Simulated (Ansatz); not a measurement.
# InH3 (SMILES [H][In]([H])[H]): levels of theory compared

Wanted: a comparison of 6 runs (HF/STO-3G, PBE/STO-3G, UB3LYP/STO-3G, revPBE/STO-3G, wB97M-V/STO-3G, CCSD/STO-3G) of InH3. 

The results are computed with Ansatz 0.2.0.

27 further runs of the same task are left out: 1 that didn't finish, 26 set aside as unsound or not needed.

**1. The system as given**

The species is InH3 (4 atoms), meant as a singlet with charge 0. As SMILES, `[H][In]([H])[H]`. The H2–In1 distance was set to 2.148 Å, away from the relaxed value.

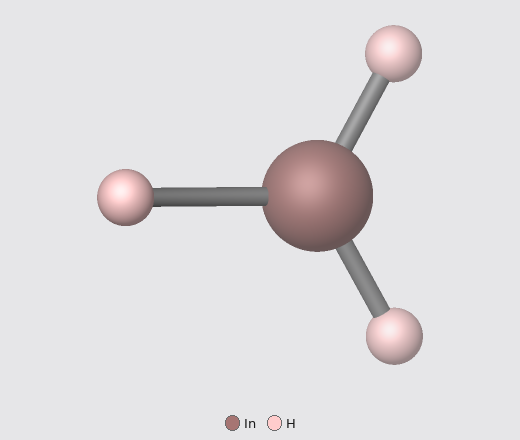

The structure, seen from a chosen angle (indium brown, hydrogen pink).

**2. The energy at HF/STO-3G (run 1)**

Contents of molecule.yaml:

```yaml
crystal:
  periodic: [false, false, false]
  atoms:
    - {symbol: In, position_ang: [-0.428932, 0.006022, -0.004052]}
    - {symbol: H, position_ang: [1.718930, -0.027790, 0.013510]}
    - {symbol: H, position_ang: [-1.264082, 1.508162, -0.021292]}
    - {symbol: H, position_ang: [-1.314632, -1.466118, 0.001298]}
basis:
  gaussian:
    orbitals: STO-3G
hamiltonian:
  xc: hf
accuracy: high
```

The run is started by

```sh
$ ansatz run molecule.yaml --threads 1 --pin off --max-ram 2610MiB --events-out events.jsonl --progress --plain --runs-dir runs
```

The program printed:

```text
Warning: RAYON_NUM_THREADS=1 ignored (pool sized by the plan → 1); use --threads N
Functional definition: HF
  name "HF"
  exchange = exact_x
  correlation = 0
527 factors; integrals over basis functions are off by at most 4.0e-9 eV
mean field evaluation 1: about -154683.3592 eV, gradient 9.0e0 eV
mean field evaluation 2: about -154683.3396 eV, gradient 8.9e0 eV
mean field evaluation 4: about -154683.9250 eV, gradient 3.0e-1 eV
mean field evaluation 8: about -154683.9256 eV, gradient 2.0e-4 eV
mean field -154683.92559139 eV, -5684.5294169531 hartree, gradient 2.3e-8 eV, S^2 0.000000; 0 other end points of the search recorded, 0 dependent functions left out
reference -154683.92559139 eV, -5684.5294169531 hartree; 26, 26 occupied and 4, 4 virtual orbitals, 527 factors
Total energy: -154683.92559139 eV, -5684.5294169531 hartree
```

It took 0.24 s on 1 thread of AMD EPYC 9R45 (Zen 5), shared host.

**3. A single-point energy at PBE/STO-3G (run 2)**

molecule.yaml: that of step 2 with these lines changed.

```diff
@@ -11,3 +11,5 @@
 hamiltonian:
-  xc: hf
+  xc: pbe
+magnetization:
+  spin_polarized: false
 accuracy: high
```

The run is started by

```sh
$ ansatz run molecule.yaml --threads 1 --pin off --max-ram 2610MiB --events-out events.jsonl --progress --plain --runs-dir runs
```

The program printed:

```text
Warning: RAYON_NUM_THREADS=1 ignored (pool sized by the plan → 1); use --threads N
Functional definition: PBE
  name "PBE"
  parameter kappa = 0.804
  parameter beta = 0.06672455060314922
  exchange = pbe_x(kappa = kappa, mu = beta*pi^2/3)
  correlation = pbe_c(beta = beta)
527 factors; integrals over basis functions are off by at most 4.0e-9 eV
mean field evaluation 1: about -154720.1443 eV, gradient 2.6e1 eV
mean field evaluation 2: about -154720.0172 eV, gradient 2.2e1 eV
mean field evaluation 4: about -154722.9517 eV, gradient 1.4e0 eV
mean field evaluation 8: about -154722.8865 eV, gradient 7.4e-4 eV
mean field evaluation 16: about -154722.8865 eV, gradient 2.6e-8 eV
mean field -154722.88651317 eV, -5685.9612044196 hartree, gradient 2.6e-8 eV, S^2 0.000000; 0 other end points of the search recorded, 0 dependent functions left out
reference -154722.88651494 eV, -5685.9612044849 hartree; 26, 26 occupied and 4, 4 virtual orbitals, 527 factors
Total energy: -154722.88651494 eV, -5685.9612044849 hartree
```

Wall time 0.6 s (1 thread of AMD EPYC 9R45 (Zen 5), shared host).

Runs 3 to 5 aren't shown in full; the table further down has their settings and results.

**4. The energy at CCSD/STO-3G (run 6)**

Contents of in.yaml:

```yaml
crystal:
  periodic: [false, false, false]
  atoms:
    - {symbol: In, position_ang: [-0.428932, 0.006022, -0.004052]}
    - {symbol: H, position_ang: [1.718930, -0.027790, 0.013510]}
    - {symbol: H, position_ang: [-1.264082, 1.508162, -0.021292]}
    - {symbol: H, position_ang: [-1.314632, -1.466118, 0.001298]}
basis:
  gaussian: {orbitals: STO-3G}
accuracy: high
scf: {omitted_lower_state_checks: [cluster_reference, increment]}
magnetization: {spin_polarized: false}
correlation: {method: ccsd, frozen_orbitals: {H: 0, In: 18}}
```

The run is started by

```sh
$ ansatz run in.yaml --threads 1 --pin off --max-ram 2610MiB --events-out events.jsonl --progress --plain --runs-dir runs
```

The program printed:

```text
Warning: RAYON_NUM_THREADS=1 ignored (pool sized by the plan → 1); use --threads N
Functional definition: HF
  name "HF"
  exchange = exact_x
  correlation = 0
these checks for a lower state are left out or cut short: cluster_reference, increment
527 factors; integrals over basis functions are off by at most 4.0e-9 eV
mean field evaluation 1: about -154683.3592 eV, gradient 9.0e0 eV
mean field evaluation 2: about -154683.3396 eV, gradient 8.9e0 eV
mean field evaluation 4: about -154683.9250 eV, gradient 3.0e-1 eV
mean field evaluation 8: about -154683.9256 eV, gradient 2.0e-4 eV
mean field -154683.92559139 eV, -5684.5294169531 hartree, gradient 2.3e-8 eV, S^2 0.000000; 0 other end points of the search recorded, 0 dependent functions left out
18 core orbitals not correlated: weight in the atoms' cores, before any rotation towards them, 1.000 or more for the frozen orbitals, at most 0.000 for the correlated occupied ones
reference -154683.92559139 eV, -5684.5294169531 hartree; 8, 8 occupied and 4, 4 virtual orbitals, 527 factors
second order -1.07822952 eV of doubles, -0.00000000 eV of singles
cycle   1  -1.45966157 eV  change   -3.8e-1 eV  update   6.4e-2
cycle   2  -1.71561540 eV  change   -2.6e-1 eV  update   2.7e-2
cycle   3  -1.71245872 eV  change    3.2e-3 eV  update   2.3e-3
cycle   4  -1.71272553 eV  change   -2.7e-4 eV  update   8.1e-4
cycle   5  -1.71300025 eV  change   -2.7e-4 eV  update   2.5e-4
cycle   6  -1.71287733 eV  change    1.2e-4 eV  update   7.2e-5
cycle   7  -1.71292716 eV  change   -5.0e-5 eV  update   1.2e-5
cycle   8  -1.71291810 eV  change    9.1e-6 eV  update   3.1e-6
cycle   9  -1.71291853 eV  change   -4.3e-7 eV  update   8.9e-7
cycle  10  -1.71291906 eV  change   -5.3e-7 eV  update   2.5e-7
cycle  11  -1.71291910 eV  change   -3.8e-8 eV  update   7.6e-8
cycle  12  -1.71291900 eV  change    1.1e-7 eV  update   2.7e-8
cycle  13  -1.71291904 eV  change   -4.1e-8 eV  update   1.9e-8
cycle  14  -1.71291797 eV  change    1.1e-6 eV  update   2.4e-7
cycle  15  -1.71291730 eV  change    6.7e-7 eV  update   9.9e-8
cycle  16  -1.71291730 eV  change    9.4e-9 eV  update   1.5e-8
cycle  17  -1.71291731 eV  change   -1.2e-8 eV  update   6.6e-9
cycle  18  -1.71291730 eV  change    2.4e-9 eV  update   2.0e-9
cycle  19  -1.71291730 eV  change    1.4e-9 eV  update  6.3e-10
Total energy: -154685.63850870 eV, -5684.5923655029 hartree
Checks for a lower state left out: cluster_reference, increment
```

It took 0.28 s on 1 thread of AMD EPYC 9R45 (Zen 5), shared host.

**5. The series**

```csv
run,level,frozen core orbitals,energy (Eh),wall time
1,HF/STO-3G,–,-5684.529417,0.24 s
2,PBE/STO-3G,–,-5685.961204,0.6 s
3,UB3LYP/STO-3G,–,-5686.572604,1 s
4,revPBE/STO-3G,–,-5686.238017,0.62 s
5,wB97M-V/STO-3G,–,-5686.670700,5.4 s
6,CCSD/STO-3G,18,-5684.592366,0.28 s
```

**6. Outcome**

| quantity | value |
| --- | --- |
| run 6: total energy | -5684.59237 Eh |
| run 6: correlation energy (18 core orbitals frozen) | -62.9 mEh |
| run 6: T1 diagnostic | 0.006 |

**Reading.** Totals of different functionals can't be ranked against each other. In runs 1, 2, 3, 4, 5, 6 the basis is minimal, so the values are rough. In runs 1, 2, 3, 4, 5, 6 relativity is left out where basis or elements ask for it. All runs together took 8.2 s, the longest 5.4 s.
